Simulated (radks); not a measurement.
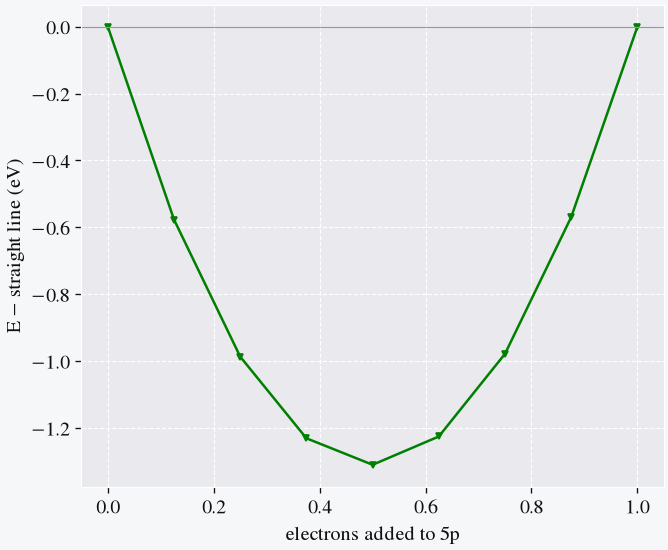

Level of theory: Dirac Kohn-Sham, BLYP, spin-unpolarised, spherical densities, point nucleus. Computed with the in-house radial solver radks. The occupation of the 5p shell is varied from I⁴⁺ ([Kr] 4d10 5s2 5p1 (open shells shared over both j by 2j + 1)) to I³⁺ ([Kr] 4d10 5s2 5p2 (open shells shared over both j by 2j + 1)), with spherical fractional occupations. The plot shows the total energy less the straight line between the end points.

### What does the shape say about the method?

The curve is convex (below the straight line), with the largest deviation among the points computed, −1.31 eV, at 0.5. The end points differ by 39.4 eV, the energy to take the electron out. Convexity is the mark of the delocalisation error, which puts fractional charges too low; for p, d and f shells the spherical spreading of the fraction adds to it.
